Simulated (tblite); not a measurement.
**Run report: C₄H₆OSSi, molecular dynamics**

- system: C₄H₆OSSi, SMILES O=C1CSC=C1[SiH3]
- method: GFN2-xTB Langevin dynamics, gas phase (tblite 0.8.0)

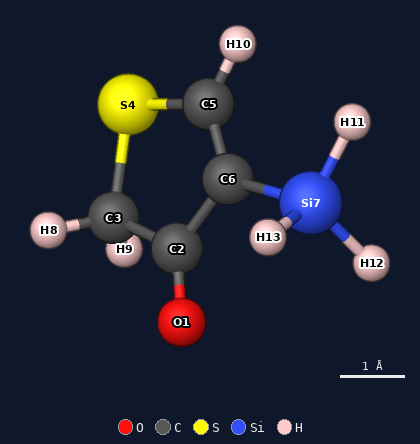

Fig. 1: The starting structure (ball-and-stick view, seen at a tilt; atoms are numbered from 1 in the order of the input). Bond lengths as drawn: C–C 1.34 to 1.53 Å, C–H 1.07 to 1.09 Å, C–O 1.21 Å, C–S 1.73 to 1.81 Å, C–Si 1.88 Å and H–Si 1.46 to 1.47 Å.

Input file
```
{"job": {"dt": 1.5, "steps": 8000, "equilibration": 400, "friction": 0.005, "h_mass": 4.0, "temperature": 700, "xc": "GFN2-xTB", "basis": "xTB", "kind": "md"}, "charge": 0, "multiplicity": 1}
O     -0.197095    -1.976681     0.582800
C     -0.556421    -0.869849     0.247650
C     -2.030816    -0.489150     0.115947
S     -2.106249     1.239237    -0.402027
C     -0.382441     1.357550    -0.416119
C      0.301656     0.251334    -0.076881
Si     2.166282     0.007747     0.018901
H     -2.546656    -0.606831     1.068652
H     -2.525764    -1.114388    -0.626847
H      0.036925     2.306904    -0.694528
H      2.773840     1.286512    -0.358159
H      2.538879    -1.043782    -0.923701
H      2.510308    -0.346658     1.393398
```

The first line tells a small driver script what to run in tblite; the rest is the geometry in Å.

Run on 1 CPU thread, shared host.

Run as:
```bash
OMP_NUM_THREADS=1 python <driver script> task.json out
```

The program's output
```
t/fs     T/K   E - E0/eV
     0.0    473.3     0.0000
   525.0    618.1     1.2193
  1050.0    949.2     0.6731
  1575.0    759.4     1.3034
  2100.0    669.3     0.9614
  2625.0    514.8     1.1447
  3150.0    982.6     1.0848
  3675.0    835.7     1.6116
  4200.0    749.5     1.1753
  4725.0    871.3     1.1735
  5250.0    529.1     1.2412
  5775.0    397.2     1.1222
  6300.0    603.5     0.7562
  6825.0    781.7     0.8055
  7350.0    555.1     0.6207
  7875.0    924.4     0.7799
  8400.0    945.2     0.9134
  8925.0    862.3     1.2096
  9450.0    588.7     0.9417
  9975.0    840.2     0.7909
 10500.0    777.5     1.0135
 11025.0    628.2     0.9702
 11550.0    676.2     1.1544
 12075.0    770.3     1.0342
 12600.0    919.2     0.9967
```

Trajectory as extended XYZ (Å, eV, eV/Å), 16 of the 25 frames kept, from step=0 to step=8400
```
13
Properties=species:S:1:pos:R:3:forces:R:3 step=0 time_fs=0.0 energy=-561.72706 temperature=473.3
O    -0.1971   -1.9767    0.5828   -0.0010  -0.0010   0.0000
C    -0.5564   -0.8698    0.2477    0.0030  -0.0020   0.0020
C    -2.0308   -0.4891    0.1159    0.0000   0.0010  -0.0020
S    -2.1062    1.2392   -0.4020    0.0000  -0.0010   0.0000
C    -0.3824    1.3576   -0.4161    0.0000   0.0020   0.0000
C     0.3017    0.2513   -0.0769    0.0000   0.0010  -0.0010
Si    2.1663    0.0077    0.0189    0.0000   0.0010   0.0010
H    -2.5467   -0.6068    1.0687   -0.0010  -0.0010   0.0020
H    -2.5258   -1.1144   -0.6268   -0.0020   0.0000  -0.0010
H     0.0369    2.3069   -0.6945    0.0000   0.0010  -0.0010
H     2.7738    1.2865   -0.3582    0.0010   0.0000   0.0000
H     2.5389   -1.0438   -0.9237    0.0000   0.0000   0.0000
H     2.5103   -0.3467    1.3934    0.0010  -0.0010   0.0000
13
Properties=species:S:1:pos:R:3:forces:R:3 step=700 time_fs=1050.0 energy=-561.05401 temperature=949.2
O     0.4012    2.0274    0.1484   -1.4670  -2.5860  -1.1440
C    -0.2718    1.0854   -0.3223    0.3390   1.4420  -0.0420
C    -1.7789    0.8764    0.0595    1.7520  -1.5730  -0.6320
S    -2.3327   -0.5234   -0.9593    0.4070  -0.3020  -0.1260
C    -0.7521   -0.7465   -1.7516   -1.4950  -0.2340   0.9480
C     0.1852    0.0990   -1.3775    1.2030   2.0500   1.8530
Si    2.0976    0.4080   -1.5202   -1.1150  -0.6930   1.6620
H    -2.3968    1.6393   -0.3169   -0.5030   1.3500   0.3070
H    -1.8751    0.5761    1.1032   -0.1660   0.4700  -0.1100
H    -0.8112   -1.6578   -2.2879    0.5510  -0.1610  -0.7310
H     2.6008   -0.0316   -0.1594   -0.1730   0.0380  -0.7830
H     2.3880    1.7901   -1.6146    0.1430   0.8540  -0.3060
H     2.4531   -0.3913   -2.6252    0.5220  -0.6540  -0.8960
13
Properties=species:S:1:pos:R:3:forces:R:3 step=1050 time_fs=1575.0 energy=-560.42366 temperature=759.4
O     1.1264    2.9997   -0.7079    0.9330   1.6260  -0.5350
C     0.3090    2.2421   -0.2915    0.5700  -1.3040   0.4890
C    -0.1406    2.2674    1.2281    2.5100  -2.2900  -1.5680
S    -1.4680    1.0990    1.2550   -0.9420  -0.1740  -0.2160
C    -1.0388    0.4551   -0.3233   -1.8110  -1.3600  -0.1220
C    -0.0780    1.0115   -1.0585   -0.0060   1.4990   1.7350
Si    0.9581    0.4719   -2.5538   -1.2610  -0.1910  -0.8560
H    -0.1095    3.2110    1.7476   -0.4740  -0.0840  -0.0970
H     0.7367    1.5564    1.5992   -1.0760   1.6120  -0.1460
H    -1.7408   -0.3501   -0.6223    0.8490   0.3960   0.2520
H    -0.0149   -0.5336   -3.1909    0.8280  -0.1010   0.7130
H     2.3009    0.0229   -1.9614   -0.9800   0.4140  -0.6670
H     0.6744    1.3981   -3.7472    0.8610  -0.0440   1.0150
13
Properties=species:S:1:pos:R:3:forces:R:3 step=1750 time_fs=2625.0 energy=-560.58233 temperature=514.8
O     0.2652    4.9733    2.2655    0.1020  -0.9770  -1.0500
C    -0.2243    3.8475    2.3105    0.2920   0.9170   1.5820
C    -1.1278    3.6254    3.5459    0.1810  -0.6760  -1.1030
S    -1.6870    1.8410    3.2457   -0.4050   0.7020   2.3010
C    -0.5887    1.5464    1.9994   -0.7390  -0.5580  -2.3880
C    -0.0124    2.6582    1.5084    2.2620   1.3790  -0.8910
Si    1.3727    3.0610    0.1209   -2.2550  -0.9920  -0.4450
H    -2.0237    4.2280    3.3511    0.1640  -0.1230   0.4960
H    -0.5292    4.0195    4.4385   -1.2280  -1.2540  -0.8610
H    -0.7771    0.6085    1.3736    0.7100   1.2170   1.3070
H     0.7433    2.1325   -1.0072    0.8020   0.7880   0.8340
H     2.7544    2.7108    0.4354   -0.1350   0.0090   0.1300
H     1.1162    4.4732   -0.2301    0.2480  -0.4320   0.0880
13
Properties=species:S:1:pos:R:3:forces:R:3 step=2100 time_fs=3150.0 energy=-560.64227 temperature=982.6
O     0.0703    5.4070    3.8749    0.1990   0.5410  -0.1980
C    -0.5792    4.5099    3.4037   -0.5930   0.0690   2.5420
C    -1.8895    4.0612    4.1826    1.1090   0.5460  -0.9230
S    -2.4728    2.7357    3.2435   -0.7580  -1.4300  -1.5450
C    -1.1469    2.7974    2.0423   -3.8010  -3.3990  -0.7770
C    -0.2010    3.6238    2.3388   -0.7860   1.5970   0.2250
Si    1.4971    3.8880    1.8288    2.4700   0.8920  -0.8390
H    -2.6737    4.7738    4.3266   -0.2670   0.9040  -0.4040
H    -1.6907    3.7222    5.1710    0.7980  -0.3050   0.8450
H    -1.4355    2.0176    1.2609    1.2330   1.2720   0.9660
H     1.8904    3.4012    0.4789   -0.2990   0.3120   0.4770
H     2.0725    3.1073    2.8819    0.7080  -0.7860   0.4360
H     1.8585    5.2379    2.3298   -0.0130  -0.2140  -0.8040
13
Properties=species:S:1:pos:R:3:forces:R:3 step=2800 time_fs=4200.0 energy=-560.55175 temperature=749.5
O    -0.9001    6.1878    2.2909    0.5570   0.3380  -0.9630
C    -1.6672    5.8907    1.3774    2.2110   0.2030   2.3940
C    -2.9041    5.2675    1.8049   -2.3370   0.3490   1.6320
S    -3.9133    5.1271    0.4030   -0.9390   0.1780  -2.1220
C    -2.6341    5.7256   -0.6951   -1.5130  -0.6120   2.6600
C    -1.5197    6.0411   -0.0206   -1.0320  -0.1220  -0.1140
Si    0.0176    6.2959   -0.9078    3.1830   0.2950  -3.6230
H    -3.4120    5.9343    2.5930    0.5910  -0.8770  -0.9090
H    -2.8263    4.2728    2.2250    0.4140  -0.1420   0.3370
H    -3.0178    5.8525   -1.6444    0.0940   0.0840  -1.6300
H    -0.2129    5.4456   -2.2733    0.0810   0.7120   1.2770
H     1.3988    5.7227   -0.5498   -1.2130   0.5470   0.2700
H     0.1445    7.7201   -1.5083   -0.0970  -0.9520   0.7910
13
Properties=species:S:1:pos:R:3:forces:R:3 step=3500 time_fs=5250.0 energy=-560.48586 temperature=529.1
O    -2.8429    9.8018   -0.4401   -0.1560   1.0610  -0.0620
C    -3.0098    8.6604   -0.7524   -0.6560  -1.4710   0.4060
C    -4.3114    8.0358   -1.2843    2.1120   0.0470  -4.0110
S    -3.8057    6.3534   -2.0473   -0.0830   0.7470   1.5650
C    -2.3999    6.3960   -0.9918    0.7190  -2.4830  -1.8560
C    -2.0739    7.5795   -0.5378    0.8280   1.7870   0.7100
Si   -0.3471    7.7452    0.1593    1.7820   1.3860  -2.6830
H    -4.7709    8.5698   -2.1469    0.4230   0.0190   0.5540
H    -5.0469    7.8525   -0.6176   -1.9480  -0.5620   2.3160
H    -1.5920    5.5841   -0.9692   -1.8880   0.7490  -0.1940
H     0.3324    6.6260   -0.7239   -0.1690   1.1140   0.7550
H    -0.4164    7.3165    1.4471   -0.0540  -0.9250   2.8090
H     0.4076    9.1532    0.1891   -0.9120  -1.4700  -0.3080
13
Properties=species:S:1:pos:R:3:forces:R:3 step=3850 time_fs=5775.0 energy=-560.60488 temperature=397.2
O    -1.9837    9.6510   -2.2041    0.1000  -1.6130   0.4820
C    -2.1783    8.4376   -2.3039    0.1960   0.9270   0.6660
C    -2.9014    7.9464   -3.4991   -0.9860  -1.0840  -1.7120
S    -3.0116    6.0560   -3.6039    0.2330   2.0040   1.3880
C    -2.4157    6.1535   -1.9609    1.5630  -0.6140  -0.4260
C    -1.8023    7.2788   -1.5036   -0.3110  -0.1250   0.1560
Si   -0.5083    7.1000   -0.1005   -3.4270  -2.2770   1.5600
H    -2.3206    8.3768   -4.2984    0.0770  -0.2230  -0.8260
H    -3.9417    8.2282   -3.6693    0.0960   0.3750   0.3670
H    -2.1423    5.2167   -1.5026   -0.4790  -0.1540   0.0200
H    -0.0463    5.6019    0.0350   -0.5520   1.1170  -0.0790
H    -1.3473    7.4424    1.1409    0.8890  -0.1070  -0.7270
H     0.6046    7.6961   -0.5750    2.6020   1.7750  -0.8690
13
Properties=species:S:1:pos:R:3:forces:R:3 step=4550 time_fs=6825.0 energy=-560.92155 temperature=781.7
O    -0.1851    8.7037   -3.2520    1.6440   0.5940   0.7940
C    -1.1888    8.0688   -3.1626   -0.7230  -0.4310   1.1510
C    -2.1684    8.1511   -4.2335   -2.2420   0.2230  -1.8020
S    -3.0407    6.5747   -4.2143   -0.3880  -0.2930   0.7650
C    -2.4874    6.2318   -2.5202   -1.2240   0.9470  -2.1050
C    -1.6461    7.1426   -2.0662    1.2660   0.4550  -1.1550
Si   -0.4064    7.0016   -0.7020   -1.2540   0.5350   1.9100
H    -1.7357    8.2386   -5.2386    0.1210   0.2330   0.3000
H    -2.9315    9.0002   -4.1180    0.9650  -1.0540   0.0540
H    -3.1474    5.5089   -2.1373    0.1690  -0.7570   0.7940
H     0.8675    7.3293   -1.2274    0.8040   0.1590  -0.1760
H    -0.5318    5.6325   -0.1754    0.1340   0.1730   0.0100
H    -1.0186    8.0414    0.2866    0.7260  -0.7850  -0.5400
13
Properties=species:S:1:pos:R:3:forces:R:3 step=4900 time_fs=7350.0 energy=-561.10632 temperature=555.1
O    -0.3879    9.6584   -1.9790    1.6420   1.8090   0.6130
C    -1.0573    8.8579   -2.5356   -2.0450  -1.3170  -0.2840
C    -1.6067    9.0013   -3.9582   -3.2460   0.6710   1.8050
S    -2.5620    7.5068   -4.2843   -0.2440  -0.3970  -0.1820
C    -2.2574    6.8387   -2.7251    0.2290  -0.4710   1.0970
C    -1.5604    7.6550   -1.8638    0.0930  -1.4320  -1.6130
Si   -0.4625    7.1185   -0.4202    0.5390   0.4400  -0.1100
H    -0.9440    9.1388   -4.7070    2.4850   0.2150  -2.1040
H    -2.3431    9.8813   -4.1037    0.9220  -1.0480   0.7260
H    -2.6317    5.7800   -2.5331    0.4850   1.7590  -0.2170
H    -0.4883    8.2954    0.4943    0.1190  -0.6000  -0.2180
H     0.9145    6.8059   -1.0270   -0.8330   0.3250   0.4130
H    -0.9321    5.8515    0.1319   -0.1460   0.0460   0.0750
13
Properties=species:S:1:pos:R:3:forces:R:3 step=5600 time_fs=8400.0 energy=-560.81364 temperature=945.2
O    -0.8879   12.4920   -2.1219    1.2450   1.2030  -1.3330
C    -1.6623   11.6473   -1.8316   -2.5000  -0.2820   1.9930
C    -3.1558   11.5069   -2.4442    2.5650  -2.0870   0.5860
S    -3.8789   10.2327   -1.3881   -1.9330  -0.2730  -1.2640
C    -2.5161   10.0213   -0.4534   -2.4280  -2.9450   3.3020
C    -1.5428   10.8495   -0.5765    3.8960   2.0810  -1.7590
Si    0.1768   10.8451    0.3180   -0.0400  -1.3920  -0.3690
H    -3.1026   11.0781   -3.4437   -0.0290   0.3400  -0.1150
H    -3.7651   12.3457   -2.3631   -0.5460   1.5160  -0.0790
H    -2.7517    9.3385    0.4226    0.7250   0.7010  -1.1060
H     0.1362    9.4345    0.8312   -0.0030   0.3690  -0.0140
H     0.2029   11.7084    1.4798   -0.0540   0.3680  -0.0290
H     1.4697   10.8031   -0.4658   -0.8990   0.4000   0.1850
13
Properties=species:S:1:pos:R:3:forces:R:3 step=6300 time_fs=9450.0 energy=-560.78533 temperature=588.7
O    -1.0032   12.0823    2.3716   -1.9880  -0.3420  -3.1460
C    -1.7745   11.7083    1.4452    1.9440  -0.2380   3.0540
C    -3.0192   10.8933    1.7868   -0.3550   0.3400   0.1240
S    -3.1700    9.6772    0.4630    0.4370   0.4580  -0.6310
C    -2.1153   10.6689   -0.6144   -1.3350   0.6040   1.9500
C    -1.6461   11.7821   -0.0179    0.8510   0.4740   0.4240
Si   -0.7722   13.3635   -0.7298    0.4540  -1.8350  -0.5680
H    -3.7546   11.7290    1.6345   -0.1640  -0.9580   0.2690
H    -3.1552   10.3821    2.7787    0.4570   0.7880  -0.9320
H    -2.2511   10.4216   -1.6213    0.4030  -0.1730  -0.9780
H     0.0697   14.0791    0.2343   -0.2300  -0.2330  -0.2300
H    -1.8311   14.0804   -1.3674   -0.6620   0.6820   0.0060
H    -0.1666   12.7166   -1.9621    0.1860   0.4310   0.6570
13
Properties=species:S:1:pos:R:3:forces:R:3 step=6650 time_fs=9975.0 energy=-560.93617 temperature=840.2
O    -1.6983   13.0508    3.6024    0.0230  -0.1420  -0.7440
C    -1.7692   12.4616    2.5388   -0.3350   0.2460  -0.0120
C    -2.3119   11.0320    2.4584   -2.1670   1.1780  -2.2640
S    -2.1103   10.5059    0.6893    0.1550  -0.4600   0.6640
C    -1.2482   11.9272    0.3018   -0.2940   0.9310  -0.4860
C    -1.3719   12.9534    1.2097    0.7290  -1.1500  -0.1810
Si   -0.8585   14.7287    0.9250   -0.1940   0.8890   0.4260
H    -3.4410   11.0157    2.6276    1.5120  -0.0640   0.2580
H    -1.7601   10.3129    2.9534    0.6990  -1.1560   1.4950
H    -0.8056   11.8745   -0.7265   -0.5320   0.6240   1.2250
H    -2.0085   15.7083    1.1751    0.7760  -0.7730   0.3630
H    -0.6195   15.0431   -0.4350   -0.1170  -0.1240  -1.4670
H     0.5514   14.9393    1.3005   -0.2550   0.0030   0.7240
13
Properties=species:S:1:pos:R:3:forces:R:3 step=7350 time_fs=11025.0 energy=-560.75685 temperature=628.2
O    -1.3843   12.7719    2.9545    0.9760  -0.6150  -0.9050
C    -0.9444   12.5036    1.8297   -2.5040  -0.4380   1.7180
C    -1.1641   11.0534    1.2451    0.2500   0.7430   1.1440
S    -0.9877   11.1166   -0.5392    0.8830   1.8800   0.5820
C    -0.4573   12.8357   -0.3742   -1.1910   1.6670  -0.7670
C    -0.6101   13.4754    0.8688    1.3020  -1.8510  -3.5930
Si   -0.4264   15.3138    1.2318    0.5310  -0.8600   0.6810
H    -2.1653   10.7078    1.5692    0.6070   0.0640  -0.2960
H    -0.3748   10.4501    1.7184   -0.3300  -0.1680  -0.3250
H    -0.3568   13.4411   -1.3903    0.0170  -1.4860   2.2170
H    -1.4336   15.8456    0.3460   -0.5470   0.4330   0.1430
H     0.8177   15.8494    0.7449    0.5480   0.1830  -0.3530
H    -0.1597   15.1874    2.6848   -0.5430   0.4490  -0.2470
13
Properties=species:S:1:pos:R:3:forces:R:3 step=7700 time_fs=11550.0 energy=-560.57271 temperature=676.2
O    -2.2911   11.5812    3.3375    1.1190   0.2030  -2.1690
C    -1.6853   11.7593    2.2392   -2.6570  -0.8580   4.1090
C    -1.3223   10.5780    1.3912   -1.8920   0.9700  -0.2680
S    -0.1805   11.2835    0.1920    0.2510  -1.1180  -0.6870
C    -0.5638   12.8669    0.6560   -0.5380   1.5630  -0.3940
C    -1.3605   13.0155    1.7343    0.4800   0.8460  -0.8210
Si   -1.6644   14.6531    2.6041    2.3940   0.5630  -0.1500
H    -2.3147   10.2091    0.9832    1.0680   0.5160  -0.4310
H    -1.1430    9.8463    2.1232    1.4900  -1.3050   0.3470
H    -0.3443   13.7707    0.0808    0.5950  -0.8320  -0.0370
H    -0.0975   15.1830    2.6665   -1.4750  -0.4440   0.0910
H    -1.9874   14.2237    3.9430   -0.4330   0.2830   0.1310
H    -2.1739   15.7068    1.7072   -0.4040  -0.3870   0.2790
13
Properties=species:S:1:pos:R:3:forces:R:3 step=8400 time_fs=12600.0 energy=-560.73032 temperature=919.2
O    -2.1893   11.8168    4.0875    3.0280   2.4160  -1.7220
C    -1.3009   12.4090    3.3899   -4.1380  -0.3380   0.7830
C    -0.4448   11.5722    2.5001    0.4450   0.4570  -0.9050
S     0.4866   12.5913    1.3149   -0.2020  -0.0070   0.8550
C    -0.2309   13.9561    2.0657    0.3140  -0.2520  -0.5110
C    -1.1641   13.8849    3.0232    0.7260  -3.4850   0.2980
Si   -1.9021   15.4419    3.6048   -1.5760   2.3510   1.1460
H    -0.9186   10.8582    1.8629   -0.9900  -0.4940  -0.0510
H     0.2276   11.0305    3.0925    1.1900  -0.8150   0.9450
H     0.1372   14.8390    1.6640    0.2950   1.5310  -0.6080
H    -2.2835   15.3138    5.0694    0.3160   0.0460  -0.9140
H    -3.0732   16.1287    2.8745    0.4850  -0.9670   0.3520
H    -0.9395   16.5389    3.2912    0.1060  -0.4430   0.3330
```

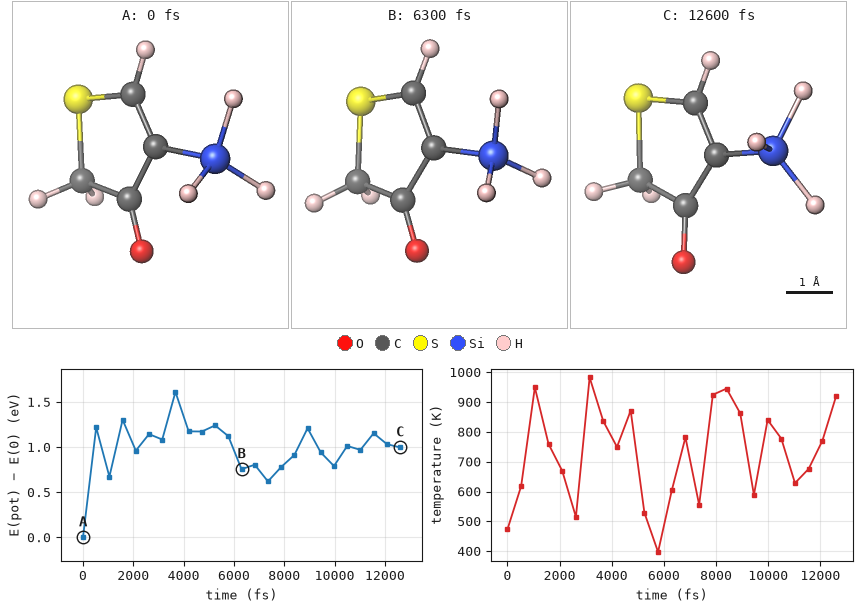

Fig. 2: Frames of the molecular dynamics (ball-and-stick, seen at a tilt) above the curves, on which the letters mark them. The trajectory kept here has 25 frames over 12600 fs. The temperature starts at 473 K, ranges from 397 to 983 K and averages 759 K over the second half. The potential energy ends 0.997 eV above its first value. After an unweighted best fit of the last frame on the first, the root-mean-square displacement is 1.29 Å, and H13 has moved furthest (2.69 Å).

Summary

| quantity | value |
| --- | --- |
| outcome | finished |
| mean temperature over the second half | 759 K |
| trajectory | 25 frames kept, 12600 fs |
| wall time | 82 s |
| peak memory | 0.34 GiB |
